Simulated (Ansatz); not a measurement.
**AlCl4−: geometry and frequencies at several levels**

The task, for AlCl4−: geometry and frequencies at several levels. Charge -1.

Program: Ansatz 0.2.0. Level of theory: the levels named in each step. These are calculated values, not measurements.

### 1 The system as given

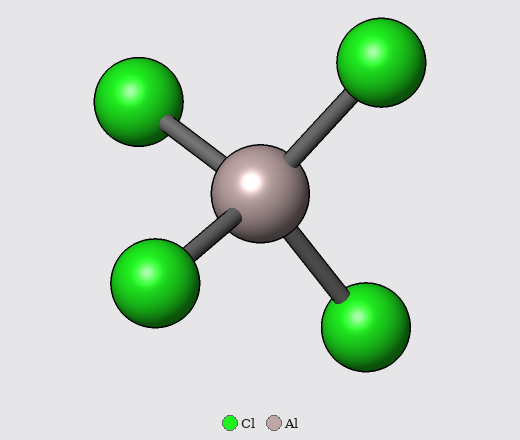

Start, viewed from a chosen angle; chlorine green, aluminium light grey.

Structure file:

```xyz
5

Cl   -1.6571   -0.3935   -1.2526
Al    0.0001   -0.0001   -0.0001
Cl   -0.0189    2.0367    0.5668
Cl    1.7887   -0.4294   -1.0421
Cl   -0.1131   -1.2133    1.7277
```

### 2 A rough first relaxation, PBE-D4/def2-SVPD

This run stands in another session on the same molecule. It ended at:

```xyz
5

Cl   -1.7125   -0.4094   -1.2934
Al   -0.0001    0.0001   -0.0001
Cl   -0.0167    2.1047    0.5859
Cl    1.8484   -0.4411   -1.0777
Cl   -0.1196   -1.2538    1.7850
```

### 3 Relaxation, r2SCAN-D4/def2-TZVPPD

input.yaml

```yaml
crystal:
  periodic: [false, false, false]
  atoms:
    - { symbol: Cl, position_ang: [-1.71252069, -0.40942357, -1.29342801] }
    - { symbol: Al, position_ang: [-8.679e-05, 7.984e-05, -7.089e-05] }
    - { symbol: Cl, position_ang: [-0.01666876, 2.10468603, 0.58586194] }
    - { symbol: Cl, position_ang: [1.84840539, -0.44113717, -1.07769797] }
    - { symbol: Cl, position_ang: [-0.11957916, -1.25378513, 1.78500492] }
total_charge: -1
basis:
  gaussian: { orbitals: def2-TZVPPD.json }
hamiltonian:
  xc: r2scan
  dispersion: d4
relax:
  f_tol: 0.002
  max_steps: 150
```

Launch:

```sh
$ ansatz run input.yaml --threads 4 --pin off --max-ram 10240MiB --backend cpu --events-out ev --progress --plain --runs-dir out
```

The program printed, cut to the lines that bear on the results:

```text
Warning: RAYON_NUM_THREADS=4 ignored (pool sized by the plan → 4); use --threads N
[...]
Functional definition: r2SCAN
[...]
1597 factors; their error is unknown
[...]
mean field -56696.41005255 eV, -2083.5546392241 hartree, gradient 2.9e-5 eV, S^2 0.000000; 0 other end points of the search recorded, 0 dependent functions left out
[...]
reference -56696.41007821 eV, -2083.5546401672 hartree; 41, 41 occupied and 211, 211 virtual orbitals, 1597 factors
relax step   1: F+E_penalty+E_count = -56696.46429466 eV  Δ(F+E_penalty+E_count) = +0.000e0 eV  max|allowed force component| = 3.558e-1 eV/Å  Δτ_max = 0.0000 Å  (25 SCF iters, accepted)
[...]
relax step   3: F+E_penalty+E_count = -56696.48393965 eV  Δ(F+E_penalty+E_count) = -1.014e-3 eV  max|allowed force component| = 2.837e-3 eV/Å  Δτ_max = 0.0061 Å  (30 SCF iters, accepted)
[...]
relax step   4: F+E_penalty+E_count = -56696.48394079 eV  Δ(F+E_penalty+E_count) = -1.137e-6 eV  max|allowed force component| = 4.890e-4 eV/Å  Δτ_max = 0.0002 Å  (20 SCF iters, accepted)
1597 factors; their error is unknown
mean field -56696.42935612 eV, -2083.5553486172 hartree, gradient 3.2e-5 eV, S^2 0.000000; 1 other end points of the search recorded, 0 dependent functions left out
[...]
reference -56696.42938159 eV, -2083.5553495534 hartree; 41, 41 occupied and 211, 211 virtual orbitals, 1597 factors
Total energy: -56696.48396627 eV, -2083.5573555031 hartree
Atom 0 at    -1.692047    -0.404449    -1.277997 Å, force     0.000393     0.000097     0.000298 eV/Å
Atom 1 at    -0.000090     0.000084    -0.000066 Å, force     0.000001    -0.000001     0.000003 eV/Å
Atom 2 at    -0.016555     2.079520     0.578854 Å, force     0.000001    -0.000489    -0.000136 eV/Å
Atom 3 at     1.826305    -0.435945    -1.064786 Å, force    -0.000422     0.000101     0.000246 eV/Å
Atom 4 at    -0.118062    -1.238790     1.763664 Å, force     0.000027     0.000291    -0.000411 eV/Å
Dipole moment:    -0.000000     0.000000    -0.000000 e Å
```

Wall time 30 s (4 threads of Arm Neoverse V1, shared host); peak memory 0.49 GiB.

The steps of the relaxation:

```csv
step,E - E(step 1) (eV),largest force component (eV/Å)
1,0.0000,0.3558
2,-0.0186,0.0831
3,-0.0196,0.0028
4,-0.0196,0.0005
```

Step 1 is the start.

Before: Bond lengths: Cl1–Al2 2.185 Å, Al2–Cl3 2.185 Å, Al2–Cl4 2.185 Å, Al2–Cl5 2.185 Å. Angles: Cl1–Al2–Cl3 109.5°, Cl1–Al2–Cl4 109.5°, Cl1–Al2–Cl5 109.5°, Cl3–Al2–Cl4 109.5°, Cl3–Al2–Cl5 109.5°, Cl4–Al2–Cl5 109.5°.

After: Bond lengths: Cl1–Al2 2.159 Å, Al2–Cl3 2.159 Å, Al2–Cl4 2.159 Å, Al2–Cl5 2.159 Å. Angles: Cl1–Al2–Cl3 109.5°, Cl1–Al2–Cl4 109.5°, Cl1–Al2–Cl5 109.5°, Cl3–Al2–Cl4 109.5°, Cl3–Al2–Cl5 109.5°, Cl4–Al2–Cl5 109.5°.

### 4 Frequencies, r2SCAN-D4/def2-TZVPPD

input.yaml

```yaml
crystal:
  periodic: [false, false, false]
  atoms:
    - { symbol: Cl, position_ang: [-1.69204701, -0.40444919, -1.27799687] }
    - { symbol: Al, position_ang: [-9.048e-05, 8.449e-05, -6.596e-05] }
    - { symbol: Cl, position_ang: [-0.01655523, 2.07952043, 0.57885404] }
    - { symbol: Cl, position_ang: [1.82630519, -0.4359454, -1.06478557] }
    - { symbol: Cl, position_ang: [-0.11806248, -1.23879033, 1.76366434] }
total_charge: -1
basis:
  gaussian: { orbitals: def2-TZVPPD.json }
hamiltonian:
  xc: r2scan
  dispersion: d4
phonons: {}
```

Launch:

```sh
$ ansatz run input.yaml --threads 4 --pin off --max-ram 10240MiB --backend cpu --events-out ev --progress --plain --runs-dir out
```

The program printed, cut to the lines that bear on the results:

```text
Warning: RAYON_NUM_THREADS=4 ignored (pool sized by the plan → 4); use --threads N
[...]
[... 1 set-up line as earlier in the session ...]
[...]
1597 factors; their error is unknown
[...]
mean field -56696.42935612 eV, -2083.5553486172 hartree, gradient 2.3e-5 eV, S^2 0.000000; 0 other end points of the search recorded, 0 dependent functions left out
[...]
reference -56696.42938159 eV, -2083.5553495534 hartree; 41, 41 occupied and 211, 211 virtual orbitals, 1597 factors
[...]
1597 factors; their error is unknown
[...]
mean field -56696.42931194 eV, -2083.5553469938 hartree, gradient 2.1e-6 eV, S^2 0.000000; 0 other end points of the search recorded, 0 dependent functions left out
[...]
reference -56696.42933741 eV, -2083.5553479299 hartree; 41, 41 occupied and 211, 211 virtual orbitals, 1597 factors
[...]
1597 factors; their error is unknown
[...]
1597 factors; their error is unknown
mean field -56696.42933180 eV, -2083.5553477237 hartree, gradient 1.5e-6 eV, S^2 0.000000; 0 other end points of the search recorded, 0 dependent functions left out
[...]
reference -56696.42935728 eV, -2083.5553486598 hartree; 41, 41 occupied and 211, 211 virtual orbitals, 1597 factors
Total energy: -56696.48396627 eV, -2083.5573555031 hartree
Atom 0 at    -1.692047    -0.404449    -1.277997 Å, force     0.000395     0.000097     0.000299 eV/Å
Atom 1 at    -0.000090     0.000084    -0.000066 Å, force     0.000002    -0.000002     0.000001 eV/Å
Atom 2 at    -0.016555     2.079520     0.578854 Å, force     0.000002    -0.000485    -0.000137 eV/Å
Atom 3 at     1.826305    -0.435945    -1.064786 Å, force    -0.000424     0.000102     0.000247 eV/Å
Atom 4 at    -0.118062    -1.238790     1.763664 Å, force     0.000027     0.000288    -0.000409 eV/Å
Dipole moment:    -0.000000     0.000000    -0.000000 e Å
Vibrations: 110.52 110.52 172.28 172.28 172.28 337.53 492.15 492.15 492.16 cm⁻¹, zero-point energy 0.158196 eV
```

It took 39 s on 4 threads of Arm Neoverse V1, shared host; peak memory 0.49 GiB.

Harmonic frequencies (cm⁻¹; negative: imaginary): 111, 111, 172, 172, 172, 338, 492, 492, 492.

### 5 Relaxation, B3LYP-D4/def2-TZVPPD

input.yaml

```yaml
crystal:
  periodic: [false, false, false]
  atoms:
    - { symbol: Cl, position_ang: [-1.71252069, -0.40942357, -1.29342801] }
    - { symbol: Al, position_ang: [-8.679e-05, 7.984e-05, -7.089e-05] }
    - { symbol: Cl, position_ang: [-0.01666876, 2.10468603, 0.58586194] }
    - { symbol: Cl, position_ang: [1.84840539, -0.44113717, -1.07769797] }
    - { symbol: Cl, position_ang: [-0.11957916, -1.25378513, 1.78500492] }
total_charge: -1
basis:
  gaussian: { orbitals: def2-TZVPPD.json }
hamiltonian:
  xc: { name: B3LYP }
  dispersion: d4
relax:
  f_tol: 0.002
  max_steps: 150
```

Launch:

```sh
$ ansatz run input.yaml --threads 4 --pin off --max-ram 10240MiB --backend cpu --events-out ev --progress --plain --runs-dir out
```

The program printed, cut to the lines that bear on the results:

```text
Warning: RAYON_NUM_THREADS=4 ignored (pool sized by the plan → 4); use --threads N
[...]
Functional definition: B3LYP
[...]
1644 factors; their error is unknown
[...]
mean field -56702.39857150 eV, -2083.7747132363 hartree, gradient 6.0e-5 eV, S^2 0.000000; 0 other end points of the search recorded, 0 dependent functions left out
[...]
reference -56702.39885812 eV, -2083.7747237696 hartree; 41, 41 occupied and 211, 211 virtual orbitals, 1644 factors
relax step   1: F+E_penalty+E_count = -56702.78359900 eV  Δ(F+E_penalty+E_count) = +0.000e0 eV  max|allowed force component| = 2.624e-1 eV/Å  Δτ_max = 0.0000 Å  (27 SCF iters, accepted)
[...]
relax step   2: F+E_penalty+E_count = -56702.79377780 eV  Δ(F+E_penalty+E_count) = -1.018e-2 eV  max|allowed force component| = 6.335e-2 eV/Å  Δτ_max = 0.0150 Å  (28 SCF iters, accepted)
[...]
relax step   3: F+E_penalty+E_count = -56702.79437926 eV  Δ(F+E_penalty+E_count) = -6.015e-4 eV  max|allowed force component| = 1.836e-3 eV/Å  Δτ_max = 0.0047 Å  (30 SCF iters, accepted)
1644 factors; their error is unknown
[...]
mean field -56702.40399814 eV, -2083.7749126617 hartree, gradient 4.8e-5 eV, S^2 0.000000; 1 other end points of the search recorded, 0 dependent functions left out
[...]
reference -56702.40428371 eV, -2083.7749231563 hartree; 41, 41 occupied and 211, 211 virtual orbitals, 1644 factors
Total energy: -56702.79466483 eV, -2083.7892693978 hartree
Atom 0 at    -1.697115    -0.405659    -1.281825 Å, force    -0.001501    -0.000361    -0.001135 eV/Å
Atom 1 at    -0.000090     0.000084    -0.000067 Å, force    -0.000004     0.000007     0.000014 eV/Å
Atom 2 at    -0.016606     2.085749     0.580588 Å, force    -0.000013     0.001836     0.000511 eV/Å
Atom 3 at     1.831777    -0.437252    -1.067975 Å, force     0.001622    -0.000387    -0.000946 eV/Å
Atom 4 at    -0.118415    -1.242501     1.768948 Å, force    -0.000104    -0.001094     0.001556 eV/Å
Dipole moment:     0.000001    -0.000001    -0.000002 e Å
```

Wall time 27 s (4 threads of Arm Neoverse V1, shared host); peak memory 0.97 GiB.

Step by step:

| step | energy from step 1 (eV) | largest force component (eV/Å) |
| --- | --- | --- |
| 1 | 0.0000 | 0.2624 |
| 2 | -0.0102 | 0.0634 |
| 3 | -0.0108 | 0.0018 |

Step 1 is the start.

Before: Bond lengths: Cl1–Al2 2.185 Å, Al2–Cl3 2.185 Å, Al2–Cl4 2.185 Å, Al2–Cl5 2.185 Å. Angles: Cl1–Al2–Cl3 109.5°, Cl1–Al2–Cl4 109.5°, Cl1–Al2–Cl5 109.5°, Cl3–Al2–Cl4 109.5°, Cl3–Al2–Cl5 109.5°, Cl4–Al2–Cl5 109.5°.

After: Bond lengths: Cl1–Al2 2.165 Å, Al2–Cl3 2.165 Å, Al2–Cl4 2.165 Å, Al2–Cl5 2.165 Å. Angles: Cl1–Al2–Cl3 109.5°, Cl1–Al2–Cl4 109.5°, Cl1–Al2–Cl5 109.5°, Cl3–Al2–Cl4 109.5°, Cl3–Al2–Cl5 109.5°, Cl4–Al2–Cl5 109.5°.

### 6 Frequencies, B3LYP-D4/def2-TZVPPD

input.yaml

```yaml
crystal:
  periodic: [false, false, false]
  atoms:
    - { symbol: Cl, position_ang: [-1.69711537, -0.40565912, -1.28182467] }
    - { symbol: Al, position_ang: [-8.969e-05, 8.359e-05, -6.658e-05] }
    - { symbol: Cl, position_ang: [-0.01660628, 2.08574873, 0.580588] }
    - { symbol: Cl, position_ang: [1.8317768, -0.43725218, -1.06797514] }
    - { symbol: Cl, position_ang: [-0.11841547, -1.24250101, 1.76894838] }
total_charge: -1
basis:
  gaussian: { orbitals: def2-TZVPPD.json }
hamiltonian:
  xc: { name: B3LYP }
  dispersion: d4
phonons: {}
```

Launch:

```sh
$ ansatz run input.yaml --threads 4 --pin off --max-ram 10240MiB --backend cpu --events-out ev --progress --plain --runs-dir out
```

The program printed, cut to the lines that bear on the results:

```text
Warning: RAYON_NUM_THREADS=4 ignored (pool sized by the plan → 4); use --threads N
[...]
[... 1 set-up line as earlier in the session ...]
[...]
1644 factors; their error is unknown
[...]
mean field -56702.40399814 eV, -2083.7749126617 hartree, gradient 5.8e-6 eV, S^2 0.000000; 0 other end points of the search recorded, 0 dependent functions left out
[...]
reference -56702.40428371 eV, -2083.7749231563 hartree; 41, 41 occupied and 211, 211 virtual orbitals, 1644 factors
[...]
1644 factors; their error is unknown
mean field -56702.40379055 eV, -2083.7749050330 hartree, gradient 2.5e-6 eV, S^2 0.000000; 0 other end points of the search recorded, 0 dependent functions left out
[...]
reference -56702.40407609 eV, -2083.7749155263 hartree; 41, 41 occupied and 211, 211 virtual orbitals, 1644 factors
[...]
1644 factors; their error is unknown
[...]
1644 factors; their error is unknown
mean field -56702.40386041 eV, -2083.7749076003 hartree, gradient 2.2e-6 eV, S^2 0.000000; 0 other end points of the search recorded, 0 dependent functions left out
[...]
reference -56702.40414596 eV, -2083.7749180940 hartree; 41, 41 occupied and 211, 211 virtual orbitals, 1644 factors
Total energy: -56702.79466483 eV, -2083.7892693978 hartree
Atom 0 at    -1.697115    -0.405659    -1.281825 Å, force    -0.001497    -0.000359    -0.001131 eV/Å
Atom 1 at    -0.000090     0.000084    -0.000067 Å, force    -0.000002     0.000002    -0.000001 eV/Å
Atom 2 at    -0.016606     2.085749     0.580588 Å, force    -0.000013     0.001840     0.000513 eV/Å
Atom 3 at     1.831777    -0.437252    -1.067975 Å, force     0.001617    -0.000386    -0.000943 eV/Å
Atom 4 at    -0.118415    -1.242501     1.768948 Å, force    -0.000104    -0.001097     0.001562 eV/Å
Dipole moment:     0.000000    -0.000000     0.000000 e Å
Vibrations: 110.31 110.31 171.82 171.82 171.82 334.05 484.32 484.32 484.32 cm⁻¹, zero-point energy 0.156411 eV
```

Wall time 53 s (4 threads of Arm Neoverse V1, shared host); peak memory 0.98 GiB.

Harmonic frequencies (cm⁻¹; negative: imaginary): 110, 110, 172, 172, 172, 334, 484, 484, 484.

### 7 The levels compared

| level | Cl1–Al2 (Å) | Al2–Cl3 (Å) | Al2–Cl4 (Å) | rotational constants (MHz) | highest frequency (cm⁻¹) | CPU time |
| --- | --- | --- | --- | --- | --- | --- |
| r2SCAN-D4/def2-TZVPPD | 2.1586 | 2.1586 | 2.1586 | 1163.1, 1163.1, 1163.1 | 492 | 1.9 min |
| B3LYP-D4/def2-TZVPPD | 2.1650 | 2.1650 | 2.1650 | 1156.2, 1156.2, 1156.2 | 484 | 1.8 min |

Constants are for the commonest isotopes at the equilibrium geometry; times are CPU times of the relaxations.

### 8 Summary of results

```
                           quantity            value
    Cl1–Al2 at B3LYP-D4/def2-TZVPPD          2.165 Å
    Al2–Cl3 at B3LYP-D4/def2-TZVPPD          2.165 Å
    Al2–Cl4 at B3LYP-D4/def2-TZVPPD          2.165 Å
frequencies at B3LYP-D4/def2-TZVPPD  110 to 484 cm⁻¹
```

What this shows: The Cl–Al distance spreads over 0.006 Å, from r2SCAN-D4/def2-TZVPPD (shortest) to B3LYP-D4/def2-TZVPPD. No mode is imaginary, so the geometry is a minimum.
